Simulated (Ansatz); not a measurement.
Molecular dynamics, with input and output: C$_{3}$H$_{9}$NOSi (part 4 of 4)

The same run, continued: C$_{3}$H$_{9}$NOSi; RKS B3LYP/6-31G* (Ansatz 0.2.0). It belongs to a series of runs on one base structure; here: dynamics from the highest image of the converged band.

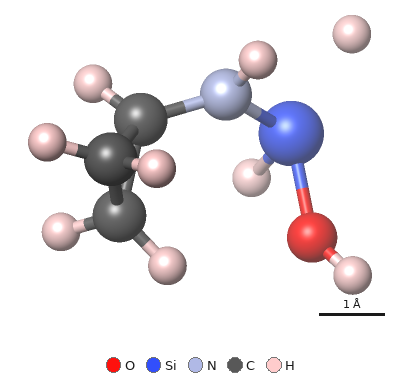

**Figure 1.** The geometry at step 167 of the log (ball-and-stick view, seen at a tilt).

### Trajectory as extended XYZ, continued
```
15
Properties=species:S:1:pos:R:3:forces:R:3 step=127 time_fs=63.5 energy=-14670.66409 temperature=681.4
O    -0.8230    2.3315    0.7469   -0.7288  -2.1965  -0.5513
Si   -1.6175    0.7754    1.0336    2.5277   1.2581   4.2610
N    -0.3632   -0.5723    1.0509   -1.1708   2.0221  -1.1602
C     0.0295   -1.0711   -0.2758    0.6449  -0.5292   0.2520
C     0.5530   -0.1714   -1.4031   -0.1442   0.7905   1.1158
C     1.5132   -1.0554   -0.6504   -0.2180   0.6704   0.5785
H    -0.3226    2.3060    1.5945   -0.1594   0.5030  -0.5312
H    -2.0181    1.5576    2.7354    0.2969  -2.0523  -2.1367
H    -2.8154    0.1350    0.5223   -0.6240   0.6832  -0.9829
H    -0.2822   -1.2370    1.8146   -0.0108   0.0944  -0.1684
H    -0.4929   -1.9584   -0.6245   -0.2055  -0.1045  -0.0021
H     0.3081   -0.3400   -2.4481   -0.1584  -0.3194   0.1253
H     0.5902    0.8866   -1.1370    0.0892  -0.0630  -0.1699
H     2.1773   -0.5583    0.0793   -0.3244  -0.3052  -0.4623
H     1.9315   -1.9014   -1.1603    0.1855  -0.4517  -0.1675
15
Properties=species:S:1:pos:R:3:forces:R:3 step=133 time_fs=66.5 energy=-14670.66207 temperature=680.1
O    -0.8350    2.2929    0.7252   -0.5709  -1.4312  -0.3973
Si   -1.5992    0.8017    1.0307    0.5304  -1.2276   4.3115
N    -0.3778   -0.5883    1.0660   -1.1230   2.2281  -1.4077
C     0.0245   -1.0734   -0.2619    0.4795  -0.8187  -0.4377
C     0.5690   -0.1501   -1.4048   -0.5118   0.5712   0.9577
C     1.5056   -1.0531   -0.6595    0.0317   0.1939   0.5510
H    -0.3873    2.2362    1.5956    0.2933   0.9434  -0.2553
H    -2.0967    1.3771    2.8261    0.7970  -1.3422  -2.4575
H    -2.9049    0.1704    0.6207    0.3705   0.9971  -0.8789
H    -0.2076   -1.1939    1.8682   -0.0753   0.1937  -0.3646
H    -0.5253   -1.9538   -0.6396    0.1008   0.3500   0.1887
H     0.3337   -0.3480   -2.4639   -0.1118  -0.1314   0.6599
H     0.5990    0.9180   -1.1507    0.1065  -0.3217  -0.2095
H     2.1481   -0.5877    0.1045   -0.1373  -0.1791  -0.4777
H     1.9603   -1.8821   -1.2051   -0.1795  -0.0254   0.2174
15
Properties=species:S:1:pos:R:3:forces:R:3 step=140 time_fs=70.0 energy=-14671.41861 temperature=1129.5
O    -0.8526    2.2392    0.6968    0.1753   0.5899  -0.4651
Si   -1.5762    0.8270    1.0442   -1.5238  -4.2460   4.0355
N    -0.4035   -0.5897    1.0724   -0.8696   1.9973  -1.7717
C     0.0233   -1.0823   -0.2494    0.5835   0.1723  -0.5597
C     0.5831   -0.1212   -1.3976   -0.6417  -0.6667   1.3469
C     1.4963   -1.0494   -0.6661   -0.4110  -0.5722  -0.1400
H    -0.4285    2.2567    1.5731    0.6135   1.1083  -0.0822
H    -2.1007    1.0268    2.6693    1.1087  -0.2728  -1.9384
H    -2.9686    0.3165    0.6376    0.9953   0.8759  -0.9902
H    -0.1289   -1.1236    1.8936   -0.1220   0.1648  -0.2642
H    -0.5561   -1.9185   -0.6404   -0.0308  -0.0230  -0.0064
H     0.3489   -0.3726   -2.4237   -0.2739  -0.0785  -0.0562
H     0.6205    0.9318   -1.1852    0.0831   0.3879   0.0849
H     2.1105   -0.6332    0.0965    0.7020   0.4313   0.4489
H     1.9738   -1.8628   -1.2341   -0.3887   0.1316   0.3577
15
Properties=species:S:1:pos:R:3:forces:R:3 step=147 time_fs=73.5 energy=-14671.67784 temperature=1282.9
O    -0.8683    2.1902    0.6660    1.5542   3.0438   0.5979
Si   -1.5585    0.8349    1.0729   -0.5842  -5.5332  -1.0895
N    -0.4363   -0.5748    1.0638   -0.2370   1.1095  -2.1733
C     0.0276   -1.0895   -0.2421    0.3557   1.1450  -0.3513
C     0.5908   -0.0977   -1.3779   -0.8443  -0.7235   0.9261
C     1.4842   -1.0493   -0.6715    0.3363   0.4425   1.5200
H    -0.4090    2.3985    1.5240    0.0074   0.5131  -1.1983
H    -1.9937    0.6455    2.3373   -0.5888   0.4423   3.7995
H    -2.9276    0.5609    0.5372    0.5061   0.3151  -1.1477
H    -0.0645   -1.0344    1.8887   -0.1883   0.0953  -0.0953
H    -0.5894   -1.8842   -0.6417   -0.0318  -0.2386  -0.1529
H     0.3342   -0.4045   -2.3831   -0.2185   0.1634  -0.1867
H     0.6508    0.9756   -1.2129   -0.0332  -0.1469   0.1498
H     2.1343   -0.6423    0.1174   -0.0702  -0.0471  -0.4013
H     1.9494   -1.8387   -1.2295    0.0367  -0.5807  -0.1969
15
Properties=species:S:1:pos:R:3:forces:R:3 step=153 time_fs=76.5 energy=-14671.79140 temperature=1349.7
O    -0.8736    2.1647    0.6421    1.6182   3.7607   0.3494
Si   -1.5461    0.8240    1.0963   -1.1580  -4.3948  -1.0417
N    -0.4660   -0.5544    1.0421    0.7979  -0.1026  -2.0840
C     0.0338   -1.0876   -0.2389   -0.4393   1.2042  -0.4602
C     0.5909   -0.0833   -1.3538   -1.0419  -0.7395  -0.1728
C     1.4762   -1.0473   -0.6661    1.0660  -0.1000   1.3063
H    -0.3837    2.5724    1.3863    0.0961   0.0842  -0.6890
H    -1.9366    0.3486    2.3296   -0.8926   0.6298   3.1340
H    -2.8393    0.8022    0.3511    0.3866  -0.2496  -0.4035
H    -0.0276   -0.9484    1.8735   -0.3857   0.0763  -0.1547
H    -0.6179   -1.8726   -0.6541    0.4344   0.1736   0.0689
H     0.3023   -0.4172   -2.3625    0.0490   0.4779   0.3046
H     0.6742    1.0045   -1.2223   -0.1442  -0.5684   0.2263
H     2.1574   -0.6486    0.1092   -0.2507  -0.1468  -0.4561
H     1.9250   -1.8599   -1.2350   -0.1358  -0.1050   0.0726
15
Properties=species:S:1:pos:R:3:forces:R:3 step=160 time_fs=80.0 energy=-14671.50744 temperature=1182.4
O    -0.8689    2.1599    0.6169    1.2855   3.0608   0.5345
Si   -1.5365    0.7945    1.1203   -2.5786  -2.3502   1.2006
N    -0.4944   -0.5316    1.0012    1.4728  -1.1300  -1.2157
C     0.0373   -1.0739   -0.2393   -0.6071   1.5123  -0.5286
C     0.5819   -0.0740   -1.3268   -0.7157  -1.3143  -0.3003
C     1.4754   -1.0465   -0.6496    0.4703  -0.9821  -0.1974
H    -0.3445    2.7832    1.1529   -0.0135  -0.4856  -0.2066
H    -1.9554    0.0928    2.6161    0.0693   2.1336  -1.4056
H    -2.6915    1.0487    0.1018    0.4300  -1.2233   0.9744
H    -0.0241   -0.8436    1.8423   -0.2858  -0.2518   0.0757
H    -0.6088   -1.8460   -0.6635    0.2953  -0.0802  -0.0016
H     0.2681   -0.3850   -2.3161    0.0370   0.2577  -0.2768
H     0.6867    0.9900   -1.2061   -0.1442   0.2045   0.4669
H     2.1697   -0.6645    0.0647    0.5172   0.3036   0.5477
H     1.8813   -1.8928   -1.2316   -0.2327   0.3451   0.3328
15
Properties=species:S:1:pos:R:3:forces:R:3 step=167 time_fs=83.5 energy=-14670.84532 temperature=789.3
O    -0.8548    2.1775    0.5957    0.7814   1.7977   0.8859
Si   -1.5371    0.7557    1.1483   -2.1491   1.3213   0.1676
N    -0.5107   -0.5181    0.9506    1.5905  -1.5927   0.4712
C     0.0354   -1.0460   -0.2451   -0.2099   1.0092  -0.8087
C     0.5661   -0.0763   -1.3027   -0.1345  -0.4923  -0.4349
C     1.4800   -1.0533   -0.6325    0.4839   0.2999   0.5650
H    -0.3088    2.9352    0.8965   -0.2240  -1.0098   0.2809
H    -1.9725    0.0711    2.7720    0.2718   1.9680  -2.1608
H    -2.5015    1.1565   -0.0432   -0.2865  -1.7498   1.4201
H    -0.0525   -0.7684    1.8173   -0.0273  -0.6027   0.0449
H    -0.5679   -1.8309   -0.6741   -0.0706  -0.4549  -0.1186
H     0.2386   -0.3223   -2.2987    0.0759   0.0440  -0.4738
H     0.6819    0.9870   -1.1382   -0.1720  -0.0341   0.4118
H     2.2234   -0.6557    0.0637   -0.1946  -0.0754  -0.0522
H     1.8172   -1.8998   -1.1986    0.2649  -0.4284  -0.1986
15
Properties=species:S:1:pos:R:3:forces:R:3 step=173 time_fs=86.5 energy=-14671.01393 temperature=888.9
O    -0.8383    2.2030    0.5825   -0.4178  -0.2299   0.7569
Si   -1.5448    0.7259    1.1732   -0.9123   3.2491  -0.4858
N    -0.5142   -0.5167    0.9099    1.1425  -1.3043   2.3034
C     0.0317   -1.0148   -0.2564   -0.2262  -0.9637  -1.4196
C     0.5512   -0.0824   -1.2858    0.2684   0.6613  -1.3423
C     1.4877   -1.0582   -0.6147    0.5489   0.3157   0.2716
H    -0.2926    2.9829    0.7009    0.3619  -0.1741   0.8529
H    -1.9636    0.2352    2.7113    0.2356   1.3935  -1.8127
H    -2.3636    1.0921   -0.0422   -1.2105  -1.4799   0.8456
H    -0.0808   -0.7577    1.7987    0.1524  -0.7472  -0.2527
H    -0.5339   -1.8527   -0.6909    0.1512   0.0609   0.1667
H     0.2218   -0.2624   -2.3210    0.3516   0.0854   0.3470
H     0.6620    0.9825   -1.0430   -0.1796  -0.5234   0.0686
H     2.2593   -0.6508    0.0654   -0.5366  -0.2524  -0.3142
H     1.7809   -1.9330   -1.1803    0.2704  -0.0908   0.0147
15
Properties=species:S:1:pos:R:3:forces:R:3 step=180 time_fs=90.0 energy=-14671.05319 temperature=912.0
O    -0.8217    2.2318    0.5724   -0.9788  -1.0518   0.7331
Si   -1.5562    0.7040    1.1991    2.3095   4.7261  -4.6359
N    -0.5101   -0.5248    0.8807    0.2455  -0.6457   3.5744
C     0.0256   -0.9878   -0.2822   -0.0101  -2.7017  -1.2038
C     0.5368   -0.0839   -1.2777    1.0865   0.9516  -1.2280
C     1.5002   -1.0621   -0.5930   -0.6430  -0.4976  -1.2697
H    -0.2441    3.0069    0.5611    0.0231  -0.5367   0.9076
H    -1.9398    0.5632    2.4914   -0.9891  -0.0500   2.9944
H    -2.3400    0.8654    0.0358   -2.0602  -0.5923  -0.5385
H    -0.0951   -0.8256    1.7543    0.3972  -0.7132  -0.1010
H    -0.4816   -1.8740   -0.6952   -0.0416   0.1318   0.0901
H     0.2366   -0.1856   -2.3190    0.2030  -0.0637   0.0147
H     0.6215    0.9338   -0.9247   -0.0035   0.2199  -0.1685
H     2.2574   -0.6640    0.0466    0.3188   0.2670   0.5051
H     1.7660   -1.9745   -1.1540    0.1428   0.5564   0.3259
15
Properties=species:S:1:pos:R:3:forces:R:3 step=187 time_fs=93.5 energy=-14671.42288 temperature=1129.9
O    -0.8127    2.2523    0.5677   -1.9035  -2.2352   0.6150
Si   -1.5597    0.7010    1.2073    1.2060   4.5492  -4.0731
N    -0.5029   -0.5391    0.8807    0.4945  -0.9044   3.4933
C     0.0192   -0.9857   -0.3187   -0.0489  -2.5294   0.1484
C     0.5330   -0.0760   -1.2810    1.6601   1.1282  -0.4433
C     1.5078   -1.0686   -0.5814   -0.6339   0.9570  -0.5114
H    -0.1860    2.9770    0.5259    0.1763  -0.3428   0.7485
H    -2.0108    0.9098    2.5459   -0.2304  -0.3254   1.0993
H    -2.5306    0.5653    0.0830   -0.4976   0.1485   0.6371
H    -0.0691   -0.9710    1.6947    0.0641  -0.0912  -0.1354
H    -0.4378   -1.8874   -0.6925   -0.5387  -0.3967  -0.2948
H     0.2743   -0.1149   -2.3194   -0.0077  -0.1130  -0.5531
H     0.5803    0.9039   -0.8270    0.1584   0.4104  -0.4935
H     2.2742   -0.6557    0.0714   -0.2764   0.0245   0.1117
H     1.7720   -1.9683   -1.1008    0.3776  -0.2797  -0.3486
15
Properties=species:S:1:pos:R:3:forces:R:3 step=193 time_fs=96.5 energy=-14671.14091 temperature=964.7
O    -0.8157    2.2575    0.5672   -2.3767  -2.5717   0.3671
Si   -1.5581    0.7137    1.2000   -0.7397   4.0527  -1.1713
N    -0.4935   -0.5573    0.9036    0.9118  -1.2542   1.9405
C     0.0132   -1.0038   -0.3497   -0.4604  -1.9753   0.9271
C     0.5420   -0.0607   -1.2882    1.3362   0.9686  -0.6372
C     1.5093   -1.0682   -0.5764   -0.2406   1.0823  -0.3339
H    -0.1214    2.9154    0.5670    0.3112  -0.3362   0.6368
H    -2.1037    1.1711    2.7280    0.9123  -1.2563  -2.0225
H    -2.7494    0.3209    0.1702    1.1159   1.0331   1.3363
H    -0.0393   -1.1073    1.6342   -0.3197   0.4781   0.1591
H    -0.4437   -1.9256   -0.7126   -0.3602   0.1069  -0.1920
H     0.3093   -0.0646   -2.3588    0.1600  -0.1152   0.3294
H     0.5587    0.9132   -0.7876    0.2269   0.0017  -0.7687
H     2.2692   -0.6437    0.1075   -0.7304  -0.2274  -0.2289
H     1.8086   -1.9756   -1.0792    0.2535   0.0129  -0.3418
15
Properties=species:S:1:pos:R:3:forces:R:3 step=200 time_fs=100.0 energy=-14671.07687 temperature=927.1
O    -0.8343    2.2471    0.5690   -1.3660  -1.4526   0.0013
Si   -1.5587    0.7437    1.1869   -0.6618   2.1379   0.4106
N    -0.4761   -0.5875    0.9442    0.4408  -0.4605  -0.4099
C     0.0022   -1.0418   -0.3776   -0.2879  -0.4314   1.2237
C     0.5644   -0.0354   -1.3017    0.7607  -0.4989   0.0161
C     1.5079   -1.0594   -0.5752   -0.8615  -0.1352  -1.4821
H    -0.0285    2.7941    0.6825   -0.6349  -1.0954   0.4105
H    -2.1195    1.3432    2.7408    1.0412  -1.5451  -2.1400
H    -2.8892    0.1482    0.4049    1.5924   1.5807   0.6779
H    -0.0346   -1.2205    1.5894   -0.2257   0.3736   0.9272
H    -0.4870   -1.9563   -0.7555   -0.0513   0.5356  -0.0337
H     0.3658   -0.0202   -2.3762    0.1204  -0.2540   0.2323
H     0.5576    0.9311   -0.8181    0.2168   0.2707  -0.3346
H     2.1978   -0.6474    0.1372    0.0330   0.1451   0.5033
H     1.8744   -1.9729   -1.0859   -0.1164   0.8294  -0.0027
```

The run was set up as follows.

### Input file
```yaml
crystal:
  periodic: [false, false, false]
  atoms:
    - { symbol: O, position_ang: [-0.873291, 2.510282, 1.02733] }
    - { symbol: Si, position_ang: [-1.665123, 0.701164, 1.029724] }
    - { symbol: "N", position_ang: [-0.387602, -0.462171, 0.910775] }
    - { symbol: C, position_ang: [0.096818, -1.154084, -0.259735] }
    - { symbol: C, position_ang: [0.507111, -0.360596, -1.471887] }
    - { symbol: C, position_ang: [1.558629, -1.049726, -0.635227] }
    - { symbol: H, position_ang: [0.05552, 2.438924, 1.324589] }
    - { symbol: H, position_ang: [-1.5651, 2.001441, 2.009804] }
    - { symbol: H, position_ang: [-2.292956, 0.69358, -0.325957] }
    - { symbol: H, position_ang: [-0.031132, -0.851623, 1.777165] }
    - { symbol: H, position_ang: [-0.373522, -2.118418, -0.456767] }
    - { symbol: H, position_ang: [0.269373, -0.765826, -2.451267] }
    - { symbol: H, position_ang: [0.440343, 0.721251, -1.40764] }
    - { symbol: H, position_ang: [2.186029, -0.424165, -0.006308] }
    - { symbol: H, position_ang: [2.053102, -1.930832, -1.035397] }
basis:
  gaussian: { orbitals: "6-31G*" }
hamiltonian:
  xc: b3lyp
md:
  timestep: 0.5
  n_steps: 200
  ensemble: nve
  temperature: 100.0
  initial_velocities: maxwell_boltzmann
  seed: 11759
```

Launch command:
```bash
ansatz run input.yaml --threads 2 --pin off --max-ram 3072MiB --backend cpu --events-out ev --progress --plain --runs-dir out
```

### Summary

| quantity | value |
| --- | --- |
| outcome | finished |
| mean temperature over the second half | 1003 K |
| trajectory | 200 steps, 100 fs |
| ensemble | nve |
| temperature in the input | 100.0 K |
| time step | 0.5 fs |
| potential energy (last step) | −14671.0771 eV |
| mean-field energy (last step) | −14671.0771 eV |
| largest force (length of the vector) (last step) | 2.837 eV/Å |
| hardware | 2 threads of Arm Neoverse V2, 24 GiB of memory available, shared host |
| wall time | 10 min (CPU time 20 min) |
| peak memory | 0.27 GiB |

### Notes

So short a trajectory is not equilibrated.
